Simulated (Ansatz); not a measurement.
**Ge₂H₇F: nudged elastic band (part 2 of 2)**

The same run, continued: Ge₂H₇F; RKS B3LYP/def2-mTZVP (Ansatz 0.2.0). It belongs to a series of runs on one base structure; here: band between the two ends.

Geometry of the input (Å):
```
Ge -0.3422  0.2500  -0.3623
F  0.3942  -0.2090  1.1811
H  0.8316  0.7085  -1.2524
H  -1.2655  1.4410  -0.0330
Ge -1.5132  -1.7264  -1.1918
H  -2.5652  -2.1798  -0.1664
H  -2.2184  -1.3788  -2.5169
H  -0.5093  -2.8654  -1.4363
H  2.1240  -2.6316  2.7404
H  1.7466  -2.0703  2.4333
```

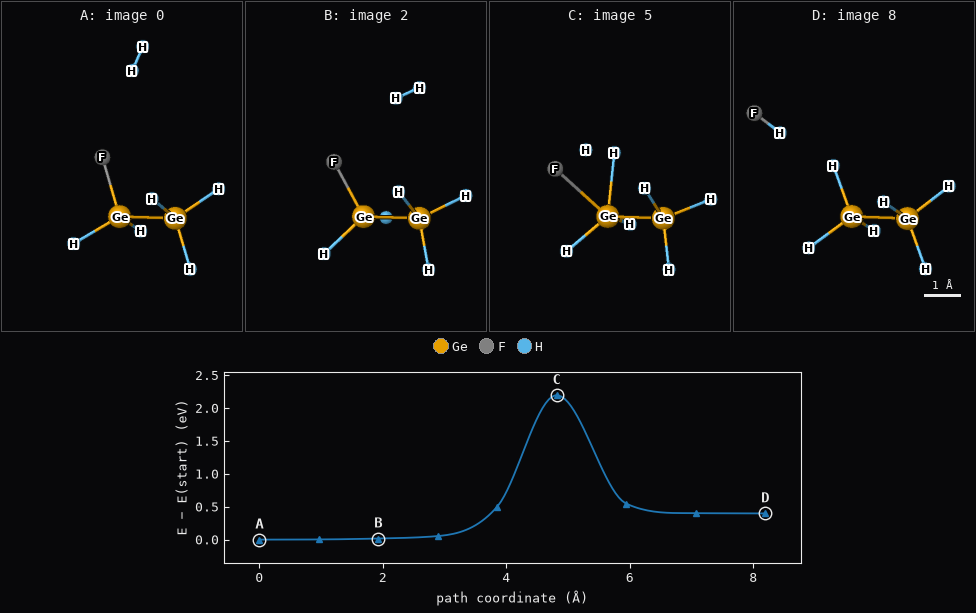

**Figure 1.** Images of the last band (counted from 0; ball-and-stick, seen at a tilt) above the energy along the path; the line is a cubic interpolation that uses the forces. The highest image is number 5, 2.196 eV above the start and 1.798 eV above the end (the climbing image); the end lies 0.398 eV above the start. The path is 8.19 Å long. The band converged in 27 iterations.

```
Total energy: -115869.20371856 eV, -4258.1146976899 hartree
Atom 0 at     0.129601    -0.215363    -0.046375 Å, force    -0.004648     0.003070     0.001128 eV/Å
Atom 1 at    -0.143346    -0.445929     2.061830 Å, force     0.001660    -0.004093     0.001444 eV/Å
Atom 2 at     1.374971     0.090773    -0.917572 Å, force    -0.001117     0.000288    -0.000106 eV/Å
Atom 3 at    -0.527886     1.149758     0.238387 Å, force    -0.000735     0.000760     0.000581 eV/Å
Atom 4 at    -1.336571    -1.936854    -0.960045 Å, force     0.000171     0.001569    -0.001858 eV/Å
Atom 5 at    -2.088871    -2.630899     0.183437 Å, force    -0.004106     0.002749     0.000333 eV/Å
Atom 6 at    -2.341700    -1.269002    -1.916242 Å, force     0.004424    -0.001677    -0.002110 eV/Å
Atom 7 at    -0.497153    -2.963496    -1.739158 Å, force     0.000384    -0.002552     0.004085 eV/Å
Atom 8 at     1.323888    -1.350174     0.868495 Å, force     0.001056     0.000350    -0.002532 eV/Å
Atom 9 at     0.789767    -1.090611     1.622843 Å, force     0.002912    -0.000464    -0.000965 eV/Å
Dipole moment:     0.009789    -0.096809    -0.499500 e Å
this run last wrote the band of iteration 27 to [file]; this run last wrote the band within `neb.f_tol` of iteration 26 to [file]
```

The last band as extended XYZ (Å, eV, eV/Å)
```
10
Properties=species:S:1:pos:R:3:forces:R:3 image=0 energy=-115871.39923
Ge   -0.3422    0.2500   -0.3623    0.0032   0.0017  -0.0112
F     0.3942   -0.2090    1.1811   -0.0046   0.0032  -0.0093
H     0.8316    0.7085   -1.2524   -0.0114   0.0021   0.0139
H    -1.2655    1.4410   -0.0330    0.0113  -0.0045   0.0014
Ge   -1.5132   -1.7264   -1.1918   -0.0009  -0.0133   0.0085
H    -2.5652   -2.1798   -0.1664   -0.0022   0.0047   0.0007
H    -2.2184   -1.3788   -2.5169    0.0062   0.0002   0.0005
H    -0.5093   -2.8654   -1.4363   -0.0023   0.0059  -0.0052
H     2.1240   -2.6316    2.7404   -0.0019   0.0027  -0.0007
H     1.7466   -2.0703    2.4333    0.0026  -0.0027   0.0015
10
Properties=species:S:1:pos:R:3:forces:R:3 image=1 energy=-115871.39673
Ge   -0.3288    0.3125   -0.3033   -0.0004   0.0011  -0.0009
F     0.2512    0.0217    1.3441    0.0021  -0.0009  -0.0010
H     0.9259    0.6995   -1.1117   -0.0017   0.0014  -0.0016
H    -1.2835    1.5179   -0.1873   -0.0008  -0.0010   0.0015
Ge   -1.4049   -1.7541   -1.0362   -0.0010  -0.0002  -0.0007
H    -2.4946   -2.1565   -0.0292   -0.0014   0.0012  -0.0018
H    -2.0513   -1.5245   -2.4158    0.0011  -0.0002  -0.0010
H    -0.3630   -2.8789   -1.1498   -0.0011   0.0005   0.0011
H     1.8876   -2.7759    2.1874    0.0016  -0.0019   0.0031
H     1.5441   -2.1236    2.0974    0.0015   0.0000   0.0013
10
Properties=species:S:1:pos:R:3:forces:R:3 image=2 energy=-115871.38270
Ge   -0.2711    0.2307   -0.1903   -0.0022   0.0013  -0.0009
F    -0.0844    0.0334    1.5593    0.0049  -0.0011  -0.0021
H     1.1615    0.4097   -0.7313   -0.0038   0.0067  -0.0060
H    -1.0750    1.5356   -0.3601   -0.0068   0.0012   0.0023
Ge   -1.4214   -1.7691   -1.0016   -0.0010   0.0017  -0.0004
H    -2.4085   -2.2593    0.0695   -0.0065   0.0058  -0.0028
H    -2.1969   -1.4230   -2.2869    0.0045  -0.0019  -0.0058
H    -0.4058   -2.8803   -1.3164    0.0000  -0.0011   0.0073
H     1.9050   -2.5625    1.7436    0.0054  -0.0069   0.0071
H     1.4793   -1.9770    1.9098    0.0055  -0.0058   0.0013
10
Properties=species:S:1:pos:R:3:forces:R:3 image=3 energy=-115871.34557
Ge   -0.1955    0.1225   -0.0941   -0.0114   0.0192  -0.0243
F    -0.2615    0.0022    1.6711   -0.0019   0.0148   0.0038
H     1.3023    0.1379   -0.4593   -0.0118   0.0192   0.0118
H    -0.8340    1.4907   -0.4020   -0.0227   0.0082  -0.0262
Ge   -1.4224   -1.8041   -0.9797   -0.0042   0.0085  -0.0084
H    -2.1895   -2.4884    0.1622   -0.0097   0.0093  -0.0009
H    -2.4169   -1.3263   -2.0543   -0.0054  -0.0094  -0.0010
H    -0.4524   -2.8132   -1.6205    0.0061   0.0120   0.0096
H     1.8019   -2.2029    1.3804    0.0282  -0.0451   0.0283
H     1.3508   -1.7803    1.7920    0.0328  -0.0367   0.0073
10
Properties=species:S:1:pos:R:3:forces:R:3 image=4 energy=-115870.89967
Ge   -0.0869   -0.0383   -0.0110   -0.2694   0.2213   0.0644
F    -0.2487   -0.1631    1.7777   -0.0569   0.2528  -0.3282
H     1.3558    0.0202   -0.5885   -0.0933  -0.0060   0.3751
H    -0.6870    1.3590   -0.1094   -0.2359   0.2377  -0.3168
Ge   -1.3601   -1.9079   -0.9514   -0.0420   0.0497   0.0074
H    -2.1440   -2.5959    0.1755   -0.0283  -0.0037  -0.0069
H    -2.3350   -1.3231   -1.9881   -0.0512  -0.0362  -0.0276
H    -0.4589   -2.9413   -1.6555    0.0311   0.0776   0.0518
H     1.5403   -1.6571    1.0944    0.3084  -0.3690   0.1850
H     1.1072   -1.4143    1.6517    0.4375  -0.4244  -0.0041
10
Properties=species:S:1:pos:R:3:forces:R:3 image=5 energy=-115869.20344
Ge    0.1296   -0.2154   -0.0464   -0.0046   0.0031   0.0011
F    -0.1433   -0.4459    2.0618    0.0017  -0.0041   0.0014
H     1.3750    0.0908   -0.9176   -0.0011   0.0003  -0.0001
H    -0.5279    1.1498    0.2384   -0.0007   0.0008   0.0006
Ge   -1.3366   -1.9369   -0.9600    0.0002   0.0016  -0.0019
H    -2.0889   -2.6309    0.1834   -0.0041   0.0027   0.0003
H    -2.3417   -1.2690   -1.9162    0.0044  -0.0017  -0.0021
H    -0.4972   -2.9635   -1.7392    0.0004  -0.0026   0.0041
H     1.3239   -1.3502    0.8685    0.0011   0.0003  -0.0025
H     0.7898   -1.0906    1.6228    0.0029  -0.0005  -0.0010
10
Properties=species:S:1:pos:R:3:forces:R:3 image=6 energy=-115870.85022
Ge    0.3082   -0.2786   -0.3092    0.1022  -0.0443  -0.1375
F    -0.0518   -0.7850    2.6460    0.0165  -0.1404   0.2679
H     1.2600    0.2059   -1.4082   -0.0299   0.0366  -0.2287
H    -0.3061    0.9428    0.3954    0.1073  -0.0863   0.0378
Ge   -1.3555   -1.9051   -1.0290    0.0095   0.0060  -0.0476
H    -1.9995   -2.5898    0.1891    0.0232   0.0371  -0.0079
H    -2.4503   -1.2256   -1.8689   -0.0057  -0.0050  -0.0207
H    -0.6404   -2.9668   -1.8827   -0.0337  -0.0381  -0.0344
H     1.2914   -1.0584    0.6354   -0.0517   0.1620  -0.0769
H     0.6268   -1.0011    2.0277   -0.1377   0.0724   0.2481
10
Properties=species:S:1:pos:R:3:forces:R:3 image=7 energy=-115870.99640
Ge    0.2050   -0.2689   -0.4103   -0.0060   0.0069  -0.0059
F     0.5856   -1.0412    3.2713    0.0041  -0.0028   0.0056
H     1.1022    0.2465   -1.5497   -0.0028  -0.0007   0.0010
H    -0.4574    0.9297    0.2922    0.0002  -0.0038  -0.0036
Ge   -1.4367   -1.8992   -1.1809   -0.0021   0.0039  -0.0034
H    -2.1572   -2.5280    0.0238   -0.0030   0.0017  -0.0002
H    -2.4730   -1.2044   -2.0827    0.0028  -0.0023  -0.0021
H    -0.7368   -3.0085   -1.9864    0.0007  -0.0018   0.0012
H     1.1533   -0.9364    0.6242    0.0042  -0.0013   0.0053
H     0.8977   -0.9514    2.3941    0.0018   0.0003   0.0020
10
Properties=species:S:1:pos:R:3:forces:R:3 image=8 energy=-115871.00096
Ge    0.0339   -0.2972   -0.3286   -0.0002  -0.0015  -0.0013
F     1.3523   -1.0250    3.4282    0.0035   0.0016   0.0090
H     1.0453    0.2508   -1.3509    0.0004   0.0004   0.0017
H    -0.6866    0.8816    0.3494    0.0003   0.0006   0.0012
Ge   -1.5328   -1.8738   -1.3317   -0.0060  -0.0053  -0.0004
H    -2.4753   -2.4358   -0.2527    0.0010   0.0024  -0.0027
H    -2.3711   -1.1628   -2.4098    0.0039   0.0009   0.0034
H    -0.7634   -3.0369   -1.9827    0.0010   0.0005  -0.0001
H     0.8592   -1.0230    0.7683   -0.0004   0.0021   0.0014
H     1.2211   -0.9396    2.5063   -0.0035  -0.0016  -0.0121
```

Summary

- outcome: converged
- barrier, forward: 2.196 eV
- barrier, backward: 1.798 eV
- wall time: 5.8 min (CPU time 20 min)
- peak memory: 0.29 GiB

Remarks

The order of the saddle point was not checked.
